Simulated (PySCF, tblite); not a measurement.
**C₅H₅N₂S radical: geometry, infrared bands and EPR parameters**

Aim: predict the infrared bands and EPR parameters of C₅H₅N₂S radical (`C#C[C]1N=C(C)SN1`).

Computed with tblite 0.8.0 and PySCF 2.14.0, with density-fitted response routines of our own, on a single molecule in the gas phase. Atoms are numbered from 0 throughout.

### 1 The starting structure

13 atoms, charge 0, multiplicity 2; geometry from: force field or distance geometry start.

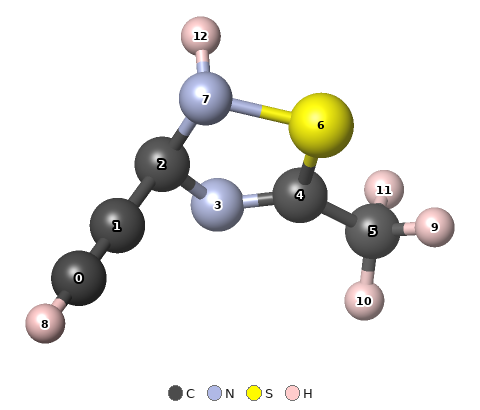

As it starts; carbon dark grey, nitrogen light blue, sulfur yellow, hydrogen pink, atoms numbered.

### 2 Optimising the geometry with GFN2-xTB

The job: settings as JSON, then the geometry in Å.

```
{"job": {"kind": "relax", "xc": "GFN2-xTB", "basis": "xTB"}, "charge": 0, "multiplicity": 2}
C      3.178300    -0.920100    -0.684400
C      2.248300    -0.278600    -0.187500
C      1.148000     0.457000     0.420100
N     -0.014400    -0.280000     0.582300
C     -1.025000    -0.013100    -0.106400
C     -2.367700    -0.639400    -0.136600
S     -0.579000     1.377900    -1.194700
N      0.964000     1.660500    -0.325500
H      3.982500    -1.472500    -1.107800
H     -2.841000    -0.358100    -1.098100
H     -2.373900    -1.736000    -0.067700
H     -3.031700    -0.237500     0.672500
H      0.707200     2.440300     0.354800
```

Run with:

```bash
$ OMP_NUM_THREADS=1 python probes_run.py task.json out
```

The driver reads the jobs from task.json and runs them one after another.

**Question.** This job is followed by: GFN2-xTB harmonic vibrations, gas phase; UKS B3LYP, pcH-1 on C H N S, non-relativistic, mean-field spin-orbit, GIAO. What will the session give for the following? strongest single infrared mode (GFN2-xTB); zero-point energy (GFN2-xTB); g(iso) (B3LYP); ⟨S²⟩; largest a(iso) (averaged by class); surface potential, least and greatest.

**Answer**, as computed:

| quantity | value |
| --- | --- |
| strongest single infrared mode (GFN2-xTB) | 1250 cm⁻¹, 135 km/mol |
| zero-point energy (GFN2-xTB) | 54.7 kcal/mol |
| g(iso) (B3LYP) | 2.00328 |
| ⟨S²⟩ | 0.765 (exact 0.75) |
| largest a(iso) (averaged by class) | 13C on C4, 38.8 MHz |
| surface potential, least and greatest | -1.54 V and 2.12 V |

**Reading.** Over 110 steps the energy fell by 1.527 eV; of the close pairs, S6–N7 changed most, 1.793 to 1.699 Å. All 33 modes are real, so the xTB geometry is a minimum. The strongest single mode, at 1250 cm⁻¹, moves mainly C2. Unscaled tight-binding wavenumbers are off by several per cent, some by more. Its intensities can rank the bands wrongly. The largest spin populations lie on C2 (0.36 e), C4 (0.30 e), C0 (0.27 e). The isotropic g lies 1.0 ppt above the free-electron value.
